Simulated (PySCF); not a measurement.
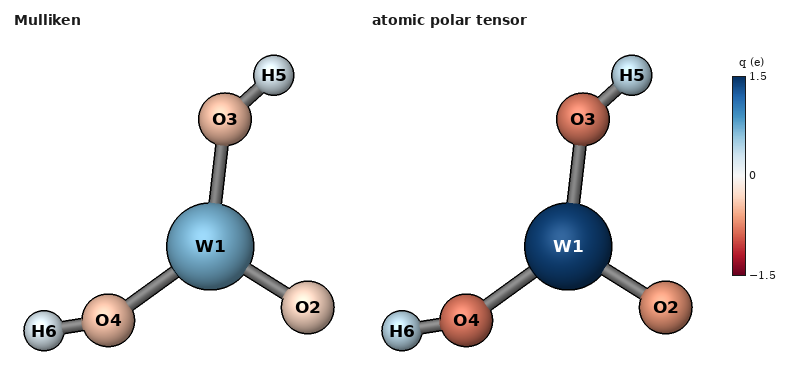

Atomic charges of one calculation by 2 schemes, on one colour scale. The species is neutral and a spin singlet. Computed geometry: PBE0/def2-SVP with core potentials optimisation. Other spin states may lie lower. Method: PBE0/def2-SVP, core potentials on W (PySCF 2.14.0).

Question. Which scheme gives the most polar picture (largest mean size of the charges)?

Answer. The atomic polar tensor charges are the largest in size here.

Question. On which atom do the schemes disagree most?

Answer. On W1 (from 0.70 to 1.40 e).

List the charges (e), one line for each set of equivalent atoms.

```tsv
atom	Mulliken	atomic polar tensor
W1	0.70	1.40
O2	−0.31	−0.65
O3	−0.43	−0.76
O4	−0.43	−0.79
H5	0.24	0.39
H6	0.23	0.40
```
